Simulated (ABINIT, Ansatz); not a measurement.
# CsSrF3 (Pm-3m): G0W0 with ABINIT, start to end, part 3 of 3

How does a plane-wave GW calculation on CsSrF3 (Pm-3m) run from the first input to the gap?

ABINIT 10.8.3; LDA and many-body steps on it, plane waves. Known limits of the many-body steps: not at the basis limit; no spin-orbit coupling; coarse k mesh.

So far. Step 4 (Empty states on the mesh, 2×2×2 mesh, 213 bands): On this mesh the gap is 6.076 eV. Step 5 (Screening, 2×2×2 mesh, 195 bands, screening to 176.9 eV): Local fields lower ε∞ by 11 %. On a Γ-centred mesh this coarse the value itself is usually too large, while a short band sum pulls it down.

## (6) Self-energy, 2×2×2 mesh, 195 bands, screening to 176.9 eV

The self-energy is evaluated for the states that the input lists, and the levels follow from it, in one-shot runs by the linearised quasiparticle equation.

This step: G0W0 on LDA, plane waves, norm-conserving pseudopotentials.

run.abi reads:

```
acell 3*1.0 Angstrom
rprim 
  4.763247010000 0.000000000000 0.000000000000
  0.000000000000 4.763247010000 0.000000000000
  0.000000000000 0.000000000000 4.763247010000
ntypat 3
znucl 55 38 9
natom 5
typat 1 2 3 3 3
xred 
  0.000000000000 0.000000000000 0.000000000000
  0.500000000000 0.500000000000 0.500000000000
  0.000000000000 0.500000000000 0.500000000000
  0.500000000000 0.000000000000 0.500000000000
  0.500000000000 0.500000000000 0.000000000000
pp_dirpath "pseudos"
pseudos "Cs.upf, Sr.upf, F.upf"
ecut 36
ngkpt 2 2 2
nshiftk 1
shiftk 0 0 0
kptopt 1
chksymbreak 0
istwfk *1
occopt 1
irdwfk 1
optdriver 4
nband 195
gwcalctyp 0
ecutsigx 36
symsigma 1
nkptgw 1
kptgw 
  0.0000000000 0.0000000000 0.0000000000
bdgw 
  18 23
ecuteps 6.5
irdscr 1
ppmodel 1
indata_prefix "in"
outdata_prefix "out"
tmpdata_prefix "tmp"
```

On the command line:

```
OMP_NUM_THREADS=1 mpirun -n 4 abinit run.abi > log
```

Numbers of over 12 decimals in the logs are rounded to 6 here.

Output:

```text
.Version 10.8.3 of ABINIT. v10.8.2 released Aug 2026.

 Symmetries : space group Pm -3 m (#221); Bravais cP (primitive cubic)
[... echo of the input left out ...]
== DATASET  1 ==================================================================
-   mpi_nproc: 4, omp_nthreads: 1 (-1 if OMP is not activated)

--- !DatasetInfo
iteration_state: {dtset: 1, }
dimensions: {natom: 5, nkpt: 4, mband: 195, nsppol: 1, nspinor: 1, nspden: 1, mpw: 7568, }
cutoff_energies: {ecut:  36.0, pawecutdg:  -1.0, }
electrons: {nelect:   4.00000000E+01, charge:   0.00000000E+00, occopt:   1.00000000E+00, tsmear:   1.00000000E-02, }

 SIGMA: Calculation of the GW corrections

 Based on a program developped by R.W. Godby, V. Olevano, G. Onida, and L. Reining.
 Incorporated in ABINIT by V. Olevano, G.-M. Rignanese, and M. Torrent.
.Using double precision arithmetic ; gwpc =  8

[... cell and pseudopotentials left out ...]
--------------------------------------------------------------------------------

 ==== K-mesh for the wavefunctions ====
 Number of points in the irreducible wedge :     4
[... list of points left out ...]
 Together with 48 symmetry operations and time-reversal symmetry
 yields     8 points in the full Brillouin Zone.

 ==== Q-mesh for screening function ====
 Number of points in the irreducible wedge :     4
[... list of points left out ...]
 Together with 48 symmetry operations and time-reversal symmetry
 yields     8 points in the full Brillouin Zone.

 vcoul_init : cutoff-mode = AUXILIARY_FUNCTION
 q-points for optical limit:   1
     1)      0.000010    0.000020    0.000030
 setmesh: FFT mesh size selected  =    50x   50x   50
          total number of points  =       125000

 Number of electrons calculated from density =   40.0000; Expected =   40.0000
 average of density, n =  0.054847
 r_s =    1.6327
 omega_plasma =   22.5909 [eV]

 === KS Band Gaps ===
  >>>> For spin  1
   Minimum direct gap =   6.0761 [eV], located at k-point      :   0.0000  0.0000  0.0000
   Fundamental gap    =   6.0761 [eV], Top of valence bands at :   0.0000  0.0000  0.0000
                                       Bottom of conduction at :   0.0000  0.0000  0.0000
 SIGMA fundamental parameters:
 PLASMON POLE MODEL  1
 number of plane-waves for SigmaX                 7497
 number of plane-waves for SigmaC and W            587
 number of plane-waves for wavefunctions          7497
 number of bands                                   195
 number of independent spin polarizations            1
 number of spinorial components                      1
 number of k-points in IBZ                           4
 number of q-points in IBZ                           4
 number of symmetry operations                      48
 number of k-points in BZ                            8
 number of q-points in BZ                            8
 number of frequencies for dSigma/dE                 9
 frequency step for dSigma/dE [eV]                0.25
 number of omega for Sigma on real axis              0
 max omega for Sigma on real axis  [eV]           0.00
 zcut for avoiding poles [eV]                     0.10

 EPSILON^-1 parameters (SCR file):
 dimension of the eps^-1 matrix on file            587
 dimension of the eps^-1 matrix used               587
 number of plane-waves for wavefunctions          7497
 number of bands                                   195
 number of q-points in IBZ                           4
 number of frequencies                               2
 number of real frequencies                          1
 number of imag frequencies                          1

 matrix elements of self-energy operator (all in [eV])

 Perturbative Calculation

--- !SelfEnergy_ee
iteration_state: {dtset: 1, }
kpoint     : [   0.000,    0.000,    0.000, ]
spin       : 1
KS_gap     :    6.076
QP_gap     :    9.448
Delta_QP_KS:    3.372
data: !SigmaeeData |
     Band     E0 <VxcDFT>   SigX SigC(E0)      Z dSigC/dE  Sig(E)    E-E0       E
       18  -0.049 -22.169 -29.627   5.172   0.793  -0.261 -23.982  -1.813  -1.862
       19  -0.049 -22.169 -29.627   5.172   0.793  -0.261 -23.982  -1.813  -1.862
       20  -0.049 -22.169 -29.627   5.172   0.793  -0.261 -23.982  -1.813  -1.862
       21   6.027  -8.532  -3.827  -2.943   0.885  -0.130  -6.972   1.559   7.587
       22   7.583  -8.104  -3.462  -2.917   0.884  -0.131  -6.579   1.525   9.108
       23   7.583  -8.104  -3.462  -2.917   0.884  -0.131  -6.579   1.525   9.108

== END DATASET(S) ==============================================================
================================================================================

 -outvars: echo values of variables after computation  --------
           etotal      0.0000000000E+00
            nband         195
             nkpt           4
          spgroup         221
 [... the other variables as echoed above ...]

 Calculation completed.
```

Wall time 40 s (4 MPI ranks of Intel Xeon Platinum 8259CL at 2.50GHz (Skylake/Cascade Lake), shared host); peak memory 1.5 GiB; 2.6 min of CPU time.

Numbers from this step:

```
G0W0 gap on the points computed              : 9.449 eV
starting gap on the mesh                     : 6.076 eV
k of the valence top                         : 0, 0, 0
k of the conduction bottom                   : 0, 0, 0
Z at the valence top                         : 0.793
Z at the conduction bottom                   : 0.885
least direct G0W0 gap on the computed points : 9.449 eV
```

The gap on the mesh goes from 6.08 eV to 9.45 eV, a correction of +3.37 eV.

Limits: finite bands, cutoff and mesh; no spin-orbit coupling; coarse k mesh. v1 is the top filled band, c1 the lowest empty one. Levels before and after the correction, in eV, zero at the valence-band top of each column:

```tsv
	conduction bottom	valence top
Kohn-Sham	6.08	0.00
G0W0	9.45	0.00
```

```tsv
	level	energy (eV)
Kohn-Sham	Γ v3-v1	0.000
Kohn-Sham	Γ c1	6.076
Kohn-Sham	Γ c2-c3	7.631
G0W0	Γ v3-v1	0.000
G0W0	Γ c1	9.449
G0W0	Γ c2-c3	10.970
```

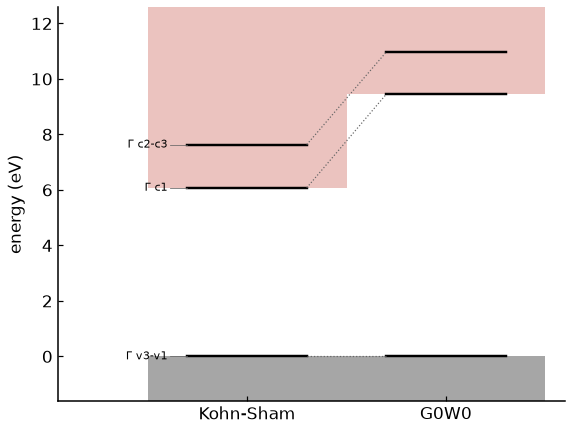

Levels before and after the correction. Shaded: valence and conduction bands.

## (7) Where the time went

Times are wall times on 4 MPI ranks of Intel Xeon Platinum 8259CL at 2.50GHz (Skylake/Cascade Lake), shared host. The host was busy with other work, so they are no guide to cost.

```tsv
step	time	share	memory (GiB)
ground state	58 s	12 %	0.41
bands along the symmetry lines	2.3 min	28 %	0.48
empty states on the mesh	2.7 min	33 %	0.51
screening	88 s	18 %	1.5
self-energy	40 s	8 %	1.5
```

## (8) Summary of results

| Quantity | Value |
| --- | --- |
| LDA gap | 6.08 eV, direct |
| G0W0 gap on the mesh | 9.45 eV |
| GW settings | 2×2×2 mesh, 195 bands, screening to 176.9 eV, Godby-Needs plasmon pole |
| known limits | not at the basis limit; no spin-orbit coupling; coarse k mesh |

What this shows: G0W0 moves the gap on the mesh from 6.08 eV to 9.45 eV (+3.37 eV), with Z of 0.79 and 0.89 at the edges. Local fields lower the RPA ε∞ on this mesh from 2.54 to 2.27; a Γ-centred mesh this coarse tends to raise both, most where the direct gap is narrow, while a short band sum lowers them. Only 1 of the mesh's irreducible points was corrected, so a valley elsewhere could overtake. Bands and cutoff are finite, so the gap is not at the basis limit. The miss can reach some tenths of an eV and take either sign; the mesh is an error of its own. In the G0W0 run levels were corrected at 1 k point alone, so a gap called «on the mesh» is the least over those, and an edge elsewhere would be missed. The 2×2×2 mesh is coarse for this cell, which bears on the long-range parts of exchange and screening. This is the ideal cubic cell; many perovskites, halides above all, are cubic only on average, and local tilts or off-centring can widen the gap. The many-body steps are scalar-relativistic: spin-orbit coupling is not in them.

[Paths, hosts, dates, memory and timing lines, banners, echoed tables and standing remarks are left out of the program output.]

[Logs are printed without paths, hosts, clocks, repeated set-up lines and the standing remarks that a program may print on its own settings, such as how far it seeks lower states.]

[Runs of the session that timed out or met a known fault of the program may be left out.]

[Hosts, paths, dates, database ids (printed as entryN), source tags and the programs' standing remarks are cut or masked in the printed files.]

[G0W0 gaps are taken among the corrected bands and points alone; a level outside them can change the order at an edge.]

[Where Ansatz stands beside ABINIT at settings called matched, ABINIT's density can come from a denser mesh and the files from another edition; pairs whose starting gaps differed by over 0.03 eV were left out, so agreement reads better than it is.]
